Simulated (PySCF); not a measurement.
Consider C$_{4}$H$_{4}$F$_{3}$O (SMILES FC(F)(F)O[C]1CC1) (doublet).

```xyz
12

F     2.7559   -1.2917    0.5808
C     1.8091   -0.4061    0.2978
F     1.6141    0.3207    1.4152
F     2.3162    0.4501   -0.6008
O     0.7213   -1.0361   -0.1141
C    -0.2867   -0.2557   -0.6716
C    -1.7095   -0.3668   -0.3357
C    -0.9361    0.9324   -0.1055
H    -2.0003   -0.9733    0.5127
H    -2.4271   -0.3770   -1.1420
H    -0.7014    1.2454    0.9053
H    -1.1543    1.7573   -0.7680
```

Geometry: GFN2-xTB.

Level of theory: UKS B3LYP, pcH-1 on C F H O, non-relativistic, mean-field spin-orbit, GIAO (PySCF).

**What will maps of the electron density, electron localisation function and spin density show?**

C–O (1.32 Å): ρ at the midpoint is about 2.6 e/Å³; the ELF peaks at about 0.90 between the atoms (a polar covalent bond).
C–F (1.33 Å): the density is about 2.5 e/Å³ at the midpoint; the ELF peaks at about 0.85 between the atoms: a shared but strongly polarised pair.
C–O (1.39 Å): ρ at the midpoint is about 2.1 e/Å³, with its minimum of 1.7 e/Å³ about 0.5 Å from C; the ELF peaks at about 0.90 between the atoms, as expected for a shared but strongly polarised pair.
The unpaired spin (1 electron) lies mostly on C6 (about 0.7), O5 (about 0.1), C8 (about 0.1) and C7 (about 0.1), in electrons by Hirshfeld's partition.

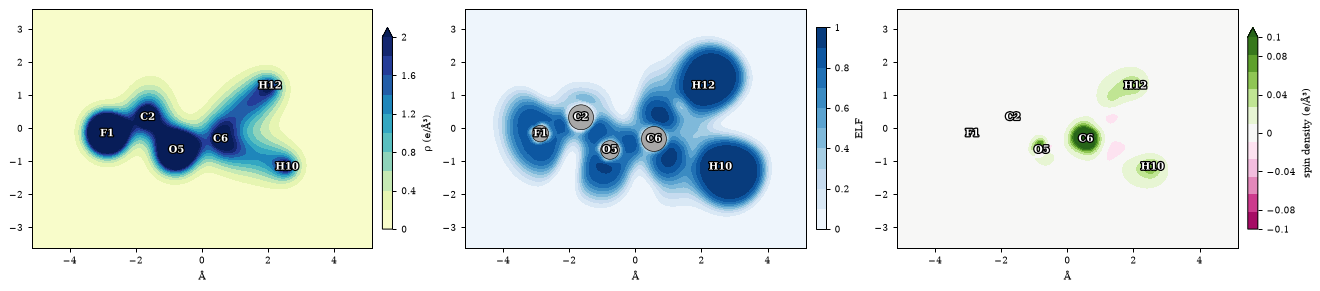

Computed electron density, electron localisation function and spin density on the plane of atoms F1, C2 and O5, in this order. Grey discs cover the atomic cores in the ELF map. 
